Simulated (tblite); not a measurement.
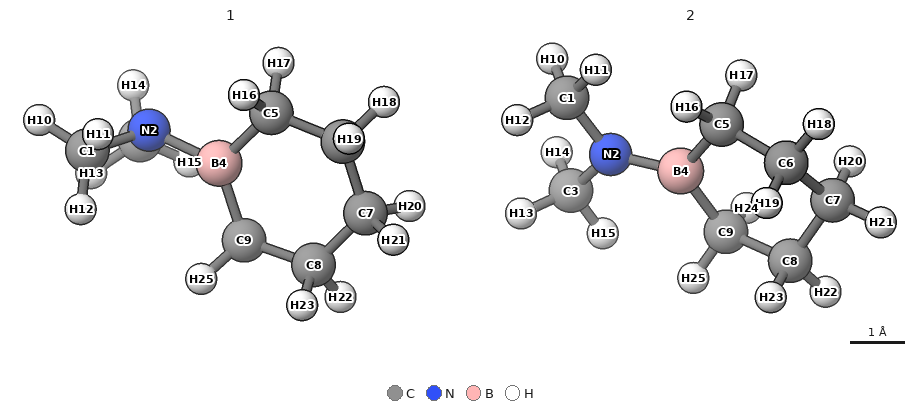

Two geometries of C7H16BN, drawn at one scale. One is the start of a relaxation, the other its converged end. A ball-and-stick model, seen at a tilt.

Computed with GFN2-xTB geometry optimisation, gas phase in tblite. 

Which geometry has the lower energy?

Answer. Structure 2 is the relaxed one. H12 moves most after the best rigid fit: 1.73 Å. Largest moves by element: H 1.73 Å, C 1.14 Å, N 0.45 Å, B 0.19 Å. Near-neighbour distances that change, for instance: N2–B4 1.532 → 1.390 Å, C7–C8 1.456 → 1.524 Å, C5–C6 1.470 → 1.532 Å, C6–C7 1.466 → 1.524 Å. Bond angles that change, for instance: C1–N2–B4 112.3° → 125.1°, C3–N2–B4 112.7° → 125.1°, C6–C7–C8 121.1° → 110.1°. Groups turn about C6–C7 by about 50°, C7–C8 by about 45°, C5–C6 by about 45°. The energy falls by 52.7 kcal/mol in 136 geometry steps.
